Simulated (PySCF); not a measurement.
## C3H12AlN: excited-state calculation

The run: excited-state calculation of C3H12AlN (Trimethylamine-Alane). Method and program: TDDFT B3LYP/def2-SVPD, vertical, gas phase, core orbitals frozen in the response (PySCF 2.14.0).

The geometry comes from this level: PBE0-D3(BJ)/def2-SVP.

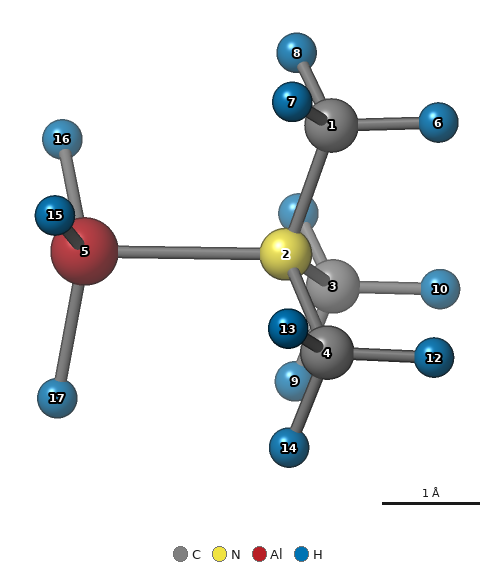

**Figure 1.** The input geometry (ball-and-stick view, seen at a tilt; atoms are numbered from 1 in the order of the input). Sticks mark near contacts.

Key numbers

```csv
quantity,value
outcome,converged
total energy,−418.551030 hartree
HOMO,−7.16 eV
LUMO,−0.12 eV
dipole moment,5.10 D
mean polarisability,79.82 a.u.
lowest excitation,6.27 eV
hardware,"1 CPU thread, shared host"
wall time,20 s
peak memory,0.93 GiB
```

Input
```
{"job": {"kind": "uv", "xc": "B3LYP", "basis": "def2-SVPD", "dynamic": true, "nstates": 6, "ntriplets": 0}, "charge": 0, "multiplicity": 1}
C     -0.544522    -0.760510     1.108655
N     -0.178390     0.013805    -0.082512
C     -0.124399    -0.854060    -1.264377
C     -1.127918     1.112231    -0.293983
Al     1.710638     0.825831     0.218544
H     -1.545078    -1.213122     0.991311
H     -0.544938    -0.100624     1.986860
H      0.196847    -1.554735     1.270392
H      0.187343    -0.263612    -2.136580
H     -1.111072    -1.308159    -1.464205
H      0.615058    -1.649512    -1.099992
H     -2.147952     0.723345    -0.461312
H     -1.129285     1.768620     0.586781
H     -0.815977     1.701662    -1.166865
H      1.420854     1.718468     1.525252
H      2.556616    -0.526836     0.425818
H      1.896923     1.603629    -1.177232
```

The first line tells a small driver script what to run in PySCF; the rest is the geometry in Å.

Output
```
coarse grid: 13384 points
cycle   1  E = -418.4602168555  dE = -9.516e-03  |g| = 2.841e-01  |ddm| = 6.047e+00
cycle   2  E = -418.4730132085  dE = -1.280e-02  |g| = 2.291e-01  |ddm| = 9.499e-01
cycle   3  E = -418.4860918496  dE = -1.308e-02  |g| = 5.061e-02  |ddm| = 3.775e-01
cycle   4  E = -418.4866779565  dE = -5.861e-04  |g| = 1.295e-02  |ddm| = 7.206e-02
cycle   5  E = -418.4867077404  dE = -2.978e-05  |g| = 5.700e-03  |ddm| = 2.775e-02
cycle   6  E = -418.4867155090  dE = -7.769e-06  |g| = 1.394e-03  |ddm| = 9.677e-03
final grid: 120976 points
cycle   7  E = -418.5510188439  dE = -4.395e-05  |g| = 6.551e-03  |ddm| = 1.424e-01
cycle   8  E = -418.5510123854  dE =  6.458e-06  |g| = 8.226e-03  |ddm| = 2.242e-02
cycle   9  E = -418.5510300554  dE = -1.767e-05  |g| = 9.158e-04  |ddm| = 1.134e-02
cycle  10  E = -418.5510302278  dE = -1.724e-07  |g| = 1.918e-04  |ddm| = 1.076e-03
cycle  11  E = -418.5510302351  dE = -7.273e-09  |g| = 2.578e-05  |ddm| = 3.398e-04
cycle  12  E = -418.5510302352  dE = -1.817e-10  |g| = 2.995e-06  |ddm| = 8.310e-05
```

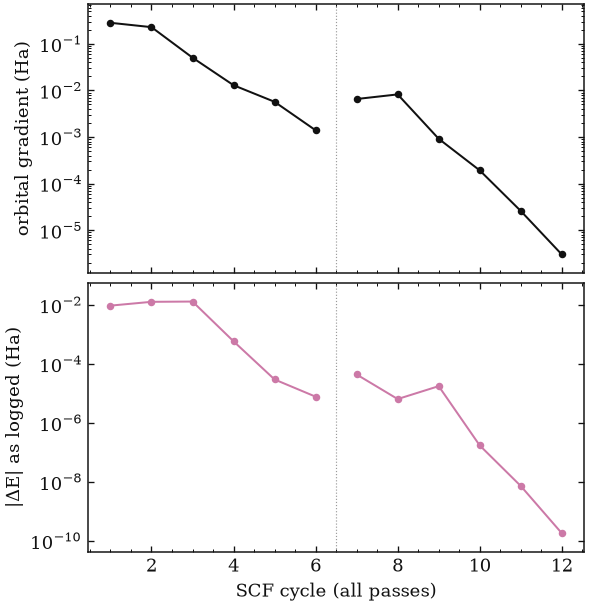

**Figure 2.** Convergence of the self-consistent field: orbital gradient and size of the energy change against the SCF cycle. The dotted line marks the change from a coarse to the final integration grid. The first 6 cycles use a coarse grid, the final grid takes over at cycle 7, and the field converges after 12 cycles in all.

```
converged SCF energy = -418.5510302352

Static polarisability (au): isotropic 79.819, principal 78.276 78.279 82.901

Singlet excitations
state   eV       nm        f      main configurations
  1   6.2701    197.7   0.02307   H->L 0.94
  2   6.2714    197.7   0.02311   H-1->L 0.94
  3   6.8368    181.3   0.01702   H->L+1 0.94
  4   6.8382    181.3   0.01692   H-1->L+1 0.94
  5   7.3305    169.1   0.00000   H->L+3 0.34, H-1->L+2 0.34, H->L+2 0.10
  6   7.4275    166.9   0.01220   H-2->L 0.97
```

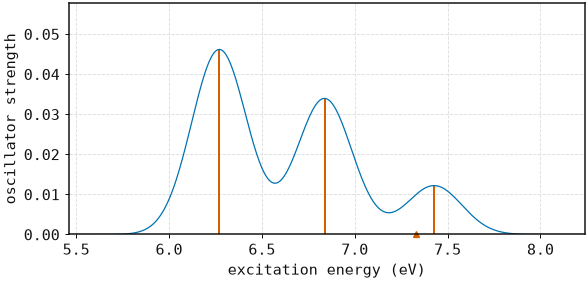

**Figure 3.** Computed excitations as sticks (degenerate states added up, dark ones marked on the axis), with a Gaussian envelope of 0.35 eV full width at half maximum, scaled to the tallest. Of the 6 states the lowest lies at 6.27 eV (f = 0.023); the strongest line is at 6.27 eV, or 198 nm (f = 0.046, summed over 2 states that lie within 0.004 eV).

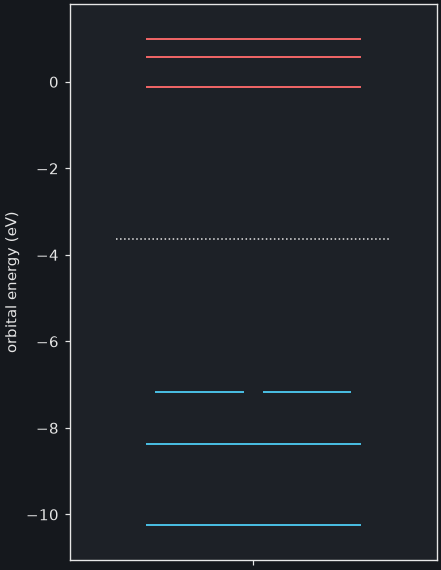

**Figure 4.** Orbital energies near the frontier; the dotted line parts filled from empty levels, and levels within 0.02 eV of each other stand side by side. Highest filled −7.16 eV, lowest empty −0.12 eV, 7.04 eV apart.
